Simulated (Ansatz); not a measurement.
What Ti vacancy does to TiN

Consider a 24-atom supercell of TiN in the rock salt structure (space group Fm-3m, No. 225; a = 4.204 Å) at its relaxed geometry.

Modification: a neutral Ti vacancy, atoms relaxed at fixed cell, starting from a slightly rattled geometry.

Method: DFT with PBEsol, PAW potentials and a 420 eV plane-wave cutoff in Ansatz (a program for electronic structure), without spin-orbit coupling. k-mesh 7×5×7 (Γ-centred); smearing 0.05 eV (Fermi–Dirac).

The pressure goes from zero to -3.8 GPa and the largest displacement of a host atom from its site in the perfect cell amounts to 0.08 Å.

Final structure:

```
Ti11N12
1.0
    0.00000     4.20396     4.20396
    4.20396    -4.20396     4.20396
    4.20396     4.20396     0.00000
N Ti
12 11
Direct
  0.00041   0.00008   0.99948
  0.99022   0.99512   0.50457
  0.16198   0.33737   0.16105
  0.16199   0.33737   0.67633
  0.33374   0.66625   0.33281
  0.33375   0.66625   0.83281
  0.50550   0.99511   0.98929
  0.50551   0.99512   0.50457
  0.67726   0.33737   0.16105
  0.66707   0.33240   0.66615
  0.83375   0.66625   0.33281
  0.83375   0.66625   0.83280
  0.33372   0.16627   0.83284
  0.49644   0.49049   0.49548
  0.49644   0.49051   0.00742
  0.66709   0.82178   0.66614
  0.65913   0.84199   0.17011
  0.83370   0.16622   0.33284
  0.83372   0.16624   0.83284
  0.00837   0.49049   0.49549
  0.00041   0.51071   0.99947
  0.17107   0.84202   0.65818
  0.17107   0.84201   0.17011
```

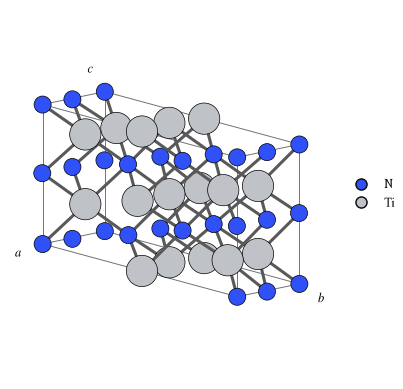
*The relaxed cell after the change*

Cost of the whole job for the changed cell (relaxation, final SCF and bands): about 18 core-minutes (a rough figure).

In so small a cell the defect repeats every few ångströms: this is an ordered compound, not a dilute defect. All final runs are without spin polarisation. An odd electron count without spin: TiN. The defect cell is not spin-polarised.
